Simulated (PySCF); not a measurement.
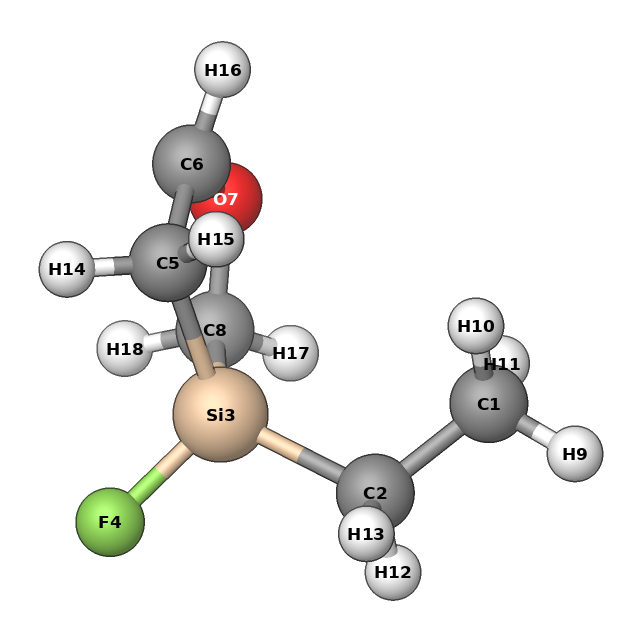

State: neutral, doublet. The geometry was computed by an optimisation with GFN2-xTB. No frequency run is at hand to confirm it as a minimum. Method: UKS B3LYP, pcH-1 on C F H O Si, non-relativistic (PySCF 2.14.0).

Give the isotropic hyperfine couplings (Fermi-contact term alone) of C1, C2, Si3, F4, C5, C6, O7, C8, H9, H10, H11, H12, H13, H14, H15, H16, H17, H18.

```json
{"atom": "C1", "isotope": "13C", "a_iso (MHz)": "0.1"}
{"atom": "C2", "isotope": "13C", "a_iso (MHz)": "−0.4"}
{"atom": "Si3", "isotope": "29Si", "a_iso (MHz)": "−8.1"}
{"atom": "F4", "isotope": "19F", "a_iso (MHz)": "0.9"}
{"atom": "C5", "isotope": "13C", "a_iso (MHz)": "−25.7"}
{"atom": "C6", "isotope": "13C", "a_iso (MHz)": "139.9"}
{"atom": "O7", "isotope": "17O", "a_iso (MHz)": "−28.7"}
{"atom": "C8", "isotope": "13C", "a_iso (MHz)": "−5.5"}
{"atom": "H9", "isotope": "1H", "a_iso (MHz)": "0.1"}
{"atom": "H10", "isotope": "1H", "a_iso (MHz)": "0.2"}
{"atom": "H11", "isotope": "1H", "a_iso (MHz)": "0.0"}
{"atom": "H12", "isotope": "1H", "a_iso (MHz)": "2.4"}
{"atom": "H13", "isotope": "1H", "a_iso (MHz)": "2.1"}
{"atom": "H14", "isotope": "1H", "a_iso (MHz)": "129.0"}
{"atom": "H15", "isotope": "1H", "a_iso (MHz)": "49.5"}
{"atom": "H16", "isotope": "1H", "a_iso (MHz)": "−42.1"}
{"atom": "H17", "isotope": "1H", "a_iso (MHz)": "1.1"}
{"atom": "H18", "isotope": "1H", "a_iso (MHz)": "13.6"}
```

The geometry is semi-empirical. Around Si such bond lengths and angles can be off by a tenth of an ångström or more and by several degrees, and values that hang on the shape move with them.
